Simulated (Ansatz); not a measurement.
## Electronic structure of Cl$_{5}$HW···H$_{2}$O in real space

Input

```
crystal:
  periodic: [false, false, false]
  atoms:
    - { symbol: W, position_ang: [0.0, 0.0, 0.0] }
    - { symbol: Cl, position_ang: [0.0, 0.0, 2.74] }
    - { symbol: Cl, position_ang: [2.39, 0.0, 0.0] }
    - { symbol: Cl, position_ang: [0.0, 2.39, 0.0] }
    - { symbol: H, position_ang: [-1.72, 0.0, 0.0] }
    - { symbol: Cl, position_ang: [0.0, -2.39, 0.0] }
    - { symbol: Cl, position_ang: [0.0, 0.0, -2.39] }
    - { symbol: O, position_ang: [1.4721, 1.5335, 0.7063] }
    - { symbol: H, position_ang: [2.2027, 1.0805, 1.2365] }
    - { symbol: H, position_ang: [1.039, 1.0824, 1.9242] }
basis:
  gaussian: { orbitals: def2-SVP }
hamiltonian:
  xc: pbe
relax:
  f_tol: 0.15
  max_steps: 25
  restrain:
    - { distance: [0, 7], at: 3.14, k: 30.0 }
    - { distance: [9, 1], at: 2.57, k: 30.0 }
    - { distance: [0, 1], at: 2.39, k: 30.0 }
    - { distance: [9, 7], at: 1.01, k: 30.0 }
output:
  orbitals: {}
```

Run with:

```sh
ansatz run input.yaml --threads 4 --pin off --max-ram 5120MiB --backend cpu --events-out ev --progress --plain --runs-dir out
```

The fields are those of the run's last geometry, not of the input's.

Core potentials replace the inner electrons of W; not at a stationary point (largest force 0.8 eV/Å).

Method: Ansatz, RKS PBE/def2-SVP.

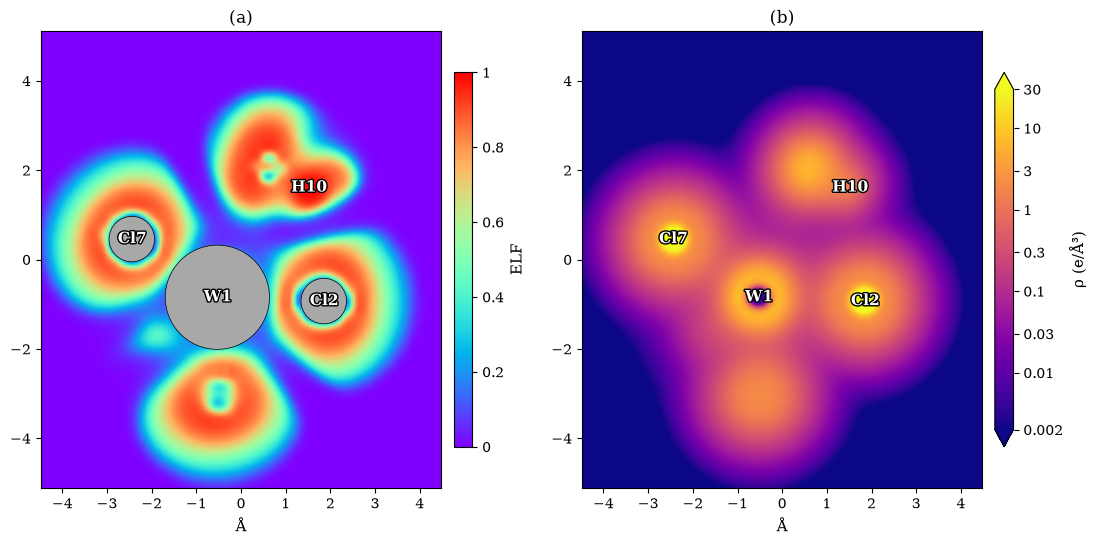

Figure 1. (a) electron localisation function; (b) electron density on the plane of atoms Cl2, W1 and Cl7. Grey discs cover the atomic cores in the ELF map.

Read the bonding off the picture.

Answer.
- The plane passes through W, Cl and H nuclei.
- W–Cl (2.32 Å): ρ is about 0.67 e/Å³ halfway; the ELF peaks at about 0.85 in the valence shell of Cl, 0.8 Å from its nucleus, and is about 0.40 at the midpoint.
- The ELF also peaks beside O8, away from the bonds: lone-pair regions.

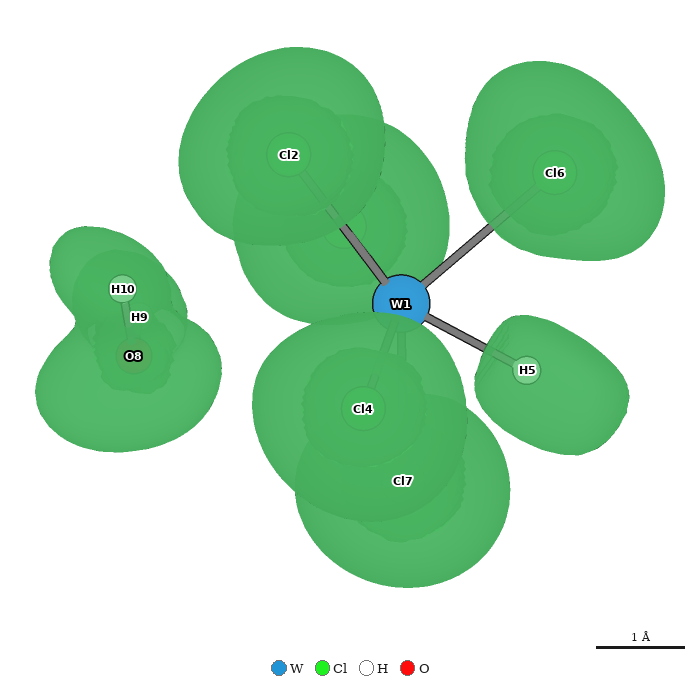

Figure 2. Isosurface of the electron localisation function at 0.75 (green), seen at a tilt. Core shells and regions of very low density are left out.

Where are the electrons localised?

Answer. The ELF exceeds this value in one region around a hydrogen nucleus, five regions wrapped around Cl (the valence shell of each) and one joined region spread over several atoms (H, O), in which their bonds and any lone pairs are merged.


W1···O8 (3.12 Å): the ELF dips to about 0.05 between them. W–Cl (2.30 Å): the ELF peaks at about 0.85 in the valence shell of Cl, 0.8 Å from its nucleus, and is about 0.45 at the midpoint.

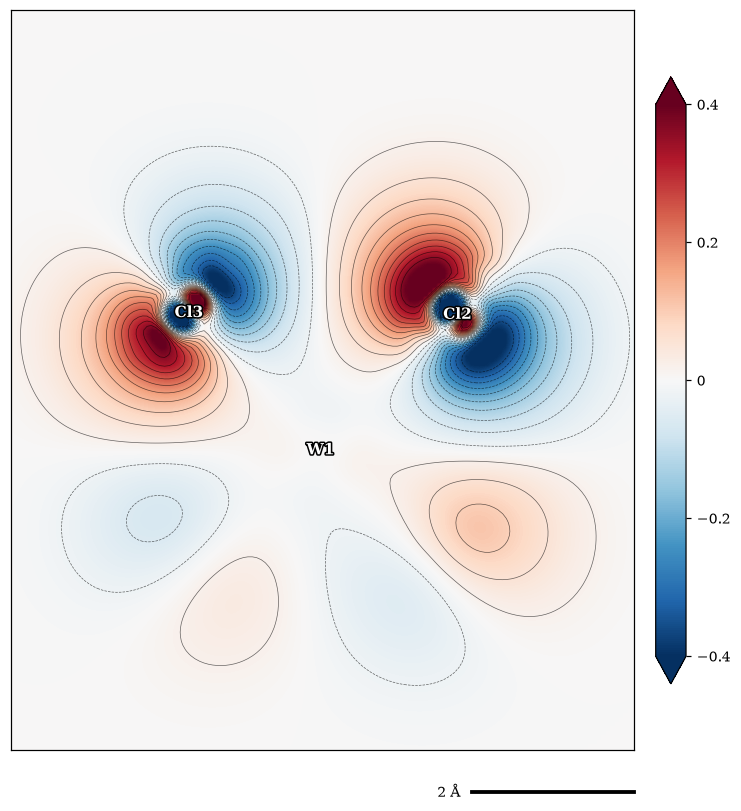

Figure 3. The HOMO−1 on the plane of atoms Cl2, W1 and Cl3 (values in Å⁻³ᐟ²; the overall sign is arbitrary).

What is the character of this orbital?

Answer. By Hirshfeld shares it lies mainly on Cl2 (about 30 %), Cl3 (about 25 %), Cl4 (about 20 %) and Cl7 (about 20 %); largely a combination of lone pairs on Cl2, Cl3, Cl4 and Cl7. Its energy is −7.36 eV.

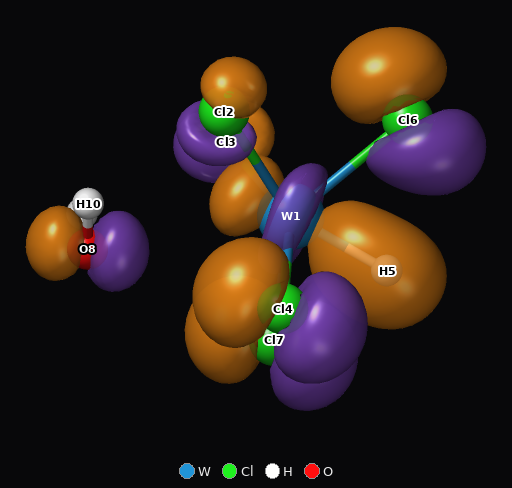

Figure 4. The HOMO at ±0.1 Å⁻³ᐟ² (orange and purple are the two phases), seen across its widest extent.

Where does this orbital lie, and at what energy?

Answer. Its weight (Hirshfeld) is mainly on Cl6 (about 20 %), Cl4 (about 20 %), W1 (about 15 %), Cl7 (about 15 %), H5 (about 15 %) and O8 (about 5 %). Its energy is −7.16 eV.
